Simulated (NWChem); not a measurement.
# One shape, several levels: SbH2Br (SMILES [H][Sb]([H])[Br])

Wanted: a comparison of 6 runs (HF/STO-3G, HF/3-21G, SVWN5/STO-3G, PBE0/3-21G, r2SCAN/def2-SVP, PBE0/def2-TZVP) of SbH2Br. 

The results are computed with NWChem 7.3.0.

## 1. The molecule

The species is SbH2Br (4 atoms), meant as a singlet with charge 0. As SMILES, `[H][Sb]([H])[Br]`. The shape comes from GFN2-xTB, which is rough for such elements, and wasn't checked as a minimum.

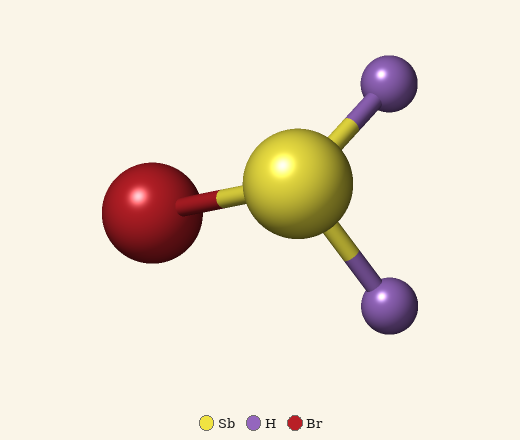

The structure, seen from a chosen angle (antimony yellow, hydrogen purple, bromine red).

## 2. Energy and gradient at HF/STO-3G (run 1)

run.py

```python
from ase import Atoms
from ase.calculators.nwchem import NWChem

atoms = Atoms(['Sb', 'H', 'H', 'Br'], positions=[
    [0.084720, 0.157060, 0.860290],
    [1.458040, 0.123300, -0.150680],
    [-0.572520, 1.342490, -0.175390],
    [-0.970240, -1.622850, -0.534220],
])

calc = NWChem(
    label='brh2sb',
    theory='scf',
    memory='2200 mb',
    basis='STO-3G',
    basispar='spherical bse',
    scf={'nopen': '0', 'rhf': None, 'thresh': '1e-08', 'maxiter': '80'},
)
atoms.calc = calc

forces = atoms.get_forces()
print("Total energy (eV):", round(atoms.get_potential_energy(), 6))
print("forces (eV/A):")
for s, f in zip(atoms.symbols, forces):
    print(f"{s:2s} {f[0]:10.5f} {f[1]:10.5f} {f[2]:10.5f}")
print("dipole (e A):", atoms.get_dipole_moment().round(4))
```

On the command line:

```console
$ export ASE_NWCHEM_COMMAND="nwchem PREFIX.nwi > PREFIX.nwo"
$ python run.py
```

Output:

```text
Total energy (eV): -239384.553148
forces (eV/A):
Sb    0.49103    0.78264   -2.28561
H    -0.64715    0.01142    1.04346
H     0.30000   -0.55238    1.06017
Br   -0.14393   -0.24168    0.18198
dipole (e A): [0.2204 0.3684 0.1464]
```

The calculator wrote brh2sb.nwi:

```
title "brh2sb"

permanent_dir brh2sb

scratch_dir brh2sb

start brh2sb

geometry units angstrom nocenter noautosym noautoz
  Sb 8.4720000000000004e-02 1.5706000000000001e-01 8.6029000000000000e-01
  H  1.4580400000000000e+00 1.2330000000000001e-01 -1.5068000000000001e-01
  H  -5.7252000000000003e-01 1.3424900000000000e+00 -1.7538999999999999e-01
  Br -9.7023999999999999e-01 -1.6228499999999999e+00 -5.3422000000000003e-01
end

memory 2200 mb

basis spherical bse noprint
   * library STO-3G
end

scf
  nopen 0
  rhf
  thresh 1e-08
  maxiter 80
end

task scf gradient
```

brh2sb.nwo:

```text
Northwest Computational Chemistry Package (NWChem) 7.3.0
             --------------------------------------------------------

           Job information
           ---------------

    nwchem branch   = 7.3.0
    use scalapack   = T
    input           = brh2sb.nwi
    prefix          = brh2sb.
    data base       = brh2sb/brh2sb.db
    status          = startup
    nproc           =        1

           Memory information
           ------------------

    heap     =     72089598 doubles =      550.0 Mbytes
    stack    =     72089595 doubles =      550.0 Mbytes
    global   =    144179200 doubles =     1100.0 Mbytes (distinct from heap & stack)
    total    =    288358393 doubles =     2200.0 Mbytes
    verify   = yes
    hardfail = no

[... 121 lines left out ...]
 Convergence threshold     :          1.000E-08
[... 12 lines left out ...]
       Final RHF  results
[... 3 lines left out ...]
      One-electron energy = -13040.685700468994
[... 1 line left out ...]
 Nuclear repulsion energy =    422.725809674380
[... 55 lines left out ...]
                       ROHF Final Molecular Orbital Analysis
[... 157 lines left out ...]
  wavefunction    =   RHF

                         RHF ENERGY GRADIENTS

    atom               coordinates                        gradient
                 x          y          z           x          y          z
   1 Sb      0.160098   0.296800   1.625712   -0.009549  -0.015220   0.044448
   2 H       2.755296   0.233003  -0.284744    0.012585  -0.000222  -0.020292
   3 H      -1.081906   2.536938  -0.331439   -0.005834   0.010742  -0.020617
   4 Br     -1.833488  -3.066742  -1.009529    0.002799   0.004700  -0.003539

                 ----------------------------------------
                 |  Time  |  1-e(secs)   |  2-e(secs)   |
                 ----------------------------------------
                 |  CPU   |       0.00   |       2.17   |
                 ----------------------------------------
                 |  WALL  |       0.00   |       2.17   |
                 ----------------------------------------

 Task  times  cpu:        5.8s     wall:        5.8s
 Total times  cpu:        5.8s     wall:        5.8s
```

Wall time 6.9 s (1 thread of Intel Xeon Platinum 8488C (Sapphire Rapids), shared host); peak memory 0.099 GiB.

## 3. Energy and forces at HF/3-21G (run 2)

brh2sb.nw

```
start brh2sb
memory stack 880 mb heap 220 mb global 1100 mb

geometry noautosym nocenter noautoz
Sb       0.084720       0.157060       0.860290
H        1.458040       0.123300      -0.150680
H       -0.572520       1.342490      -0.175390
Br      -0.970240      -1.622850      -0.534220
end

basis spherical bse
Sb library 3-21G
H library 3-21G
Br library 3-21G
end

scf
thresh 1e-08
maxiter 80
end

task scf gradient
```

On the command line:

```console
$ nwchem brh2sb.nw > brh2sb.out
```

Output:

```text
[...]
  functions       =    57
[...]
  wavefunction    = RHF
[...]
         Total SCF energy =  -8846.869322551824
      One-electron energy = -13079.807333790925
      Two-electron energy =   3810.212201564721
 Nuclear repulsion energy =    422.725809674381
        Time for solution =      4.5s
[...]
                         RHF ENERGY GRADIENTS
    atom               coordinates                        gradient
                 x          y          z           x          y          z
   1 Sb      0.160098   0.296800   1.625712   -0.012400  -0.020975  -0.010799
   2 H       2.755296   0.233003  -0.284744   -0.009704  -0.001490  -0.003005
   3 H      -1.081906   2.536938  -0.331439    0.003225  -0.009320  -0.002933
   4 Br     -1.833488  -3.066742  -1.009529    0.018879   0.031785   0.016737
[...]
```

It took 7.8 s on 1 thread of Intel Xeon Platinum 8488C (Sapphire Rapids), shared host; peak memory 0.098 GiB.

Runs 3 to 5 aren't shown in full; the table further down has their settings and results.

## 4. Energy and gradient at PBE0/def2-TZVP (core potential) (run 6)

test.nw

```
start test
title "BrH2Sb"
memory 2200 mb
charge 0

geometry noautosym nocenter noautoz
 Sb    0.084720    0.157060    0.860290
 H     1.458040    0.123300   -0.150680
 H    -0.572520    1.342490   -0.175390
 Br   -0.970240   -1.622850   -0.534220
end

basis spherical bse
 * library def2-TZVP
end

ecp bse
 Sb library def2-TZVP
end

dft
 xc pbe0
 grid fine
 convergence energy 1e-08
 maxiter 100
 mulliken
end

task dft gradient
```

On the command line:

```console
$ nwchem test.nw > test.out
```

Output:

```text
[...]
          Wavefunction type:  closed shell.
          No. of atoms     :     4
          No. of electrons :    60
[...]
          Charge           :     0
          Spin multiplicity:     1
[...]
          AO basis - number of functions:   110
[...]
              XC Information
              --------------
                         PBE0 Method XC Functional
                     Hartree-Fock (Exact) Exchange  0.250
          PerdewBurkeErnzerhof Exchange Functional  0.750
            Perdew 1991 LDA Correlation Functional  1.000 local
           PerdewBurkeErnz. Correlation Functional  1.000 non-local
[...]
 d= 0,ls=0.0,diis     1  -2815.3029611785 -3.01D+03  9.03D-03  5.01D-01     5.2
[...]
 d= 0,ls=0.0,diis     8  -2815.3392289836  4.37D-10  2.00D-06  1.23D-07    29.4
         Total DFT energy =    -2815.339228983579
      One electron energy =    -4398.090352987184
           Coulomb energy =     1496.410715088163
    Exchange-Corr. energy =     -111.169985985559
 Nuclear repulsion energy =      197.510394901000
[...]
      Total Density - Mulliken Population Analysis
     ---------------------------------------------
    Atom       Charge   Shell Charges
 -----------   ------   -------------------------------------------------------
    1 Sb  23    22.70   0.16 -0.67  1.61  0.90  1.16  0.66 -0.47  6.43  0.95  1.43  0.31  8.97  1.04  0.17  0.00  0.03
    2 H    1     0.99   0.22  0.54  0.21  0.01
    3 H    1     0.99   0.22  0.54  0.21  0.01
    4 Br  35    35.32   2.00  2.01  1.16  0.78  1.04  0.98  6.00  5.93  1.32  2.76  1.32  8.95  1.01  0.03  0.04  0.00
[...]
  wavefunction    = closed shell
                         DFT ENERGY GRADIENTS
    atom               coordinates                        gradient
                 x          y          z           x          y          z
   1 Sb      0.160098   0.296800   1.625712   -0.000938  -0.001630   0.004000
   2 H       2.755296   0.233003  -0.284744   -0.003817  -0.001376  -0.002399
   3 H      -1.081906   2.536938  -0.331439    0.000561  -0.004052  -0.002423
   4 Br     -1.833488  -3.066742  -1.009529    0.004194   0.007057   0.000822
[...]
```

Run time: 47 s. Hardware: 1 thread of Intel Xeon Platinum 8488C (Sapphire Rapids), shared host; peak memory 0.14 GiB.

## 5. Overview of the runs

```csv
run,level,iteration cap,module,energy (Eh),dipole moment (D),HOMO energy (eV),LUMO energy (eV),wall time
1,HF/STO-3G,80,scf,-8797.220139,2.18,-7.14,5.88,6.9 s
2,HF/3-21G,80,scf,-8846.869323,3.22,-9.81,1.19,7.8 s
3,SVWN5/STO-3G,100,dft,-8791.000982,1.74,-3.31,0.90,6.6 s
4,PBE0/3-21G,100,dft,-8850.536641,2.63,-7.26,-1.76,10 s
5,r2SCAN/def2-SVP (core potential),100,dft,-2815.392149,2.47,-6.58,-2.35,29 s
6,PBE0/def2-TZVP (core potential),100,dft,-2815.339229,2.41,-7.57,-1.86,47 s
```

## 6. Outcome

| quantity | value |
| --- | --- |
| run 6: total energy | -2815.33923 Eh |
| run 6: dipole moment | 2.41 D |
| run 6: HOMO energy | -7.57 eV |
| run 6: LUMO energy | -1.86 eV |
| run 6: HOMO–LUMO gap | 5.71 eV |
| run 6: largest force on an atom | 0.424 eV/Å |

What this shows: The dipole moment (its size) runs from 1.74 D (SVWN5/STO-3G) to 3.22 D (HF/3-21G). The two ends differ in method and basis. The HOMO–LUMO gap runs from 4.22 eV (SVWN5/STO-3G) to 13.01 eV (HF/STO-3G). Exact exchange widens orbital gaps. Totals of different functionals can't be ranked against each other. Some runs of one species differ in core potentials or relativity; totals across that change don't compare. In runs 1, 3 the basis is minimal, so the values are rough. In runs 1, 2, 3, 4 relativity is left out where basis or elements ask for it. All runs together took 1.8 min, the longest 47 s.
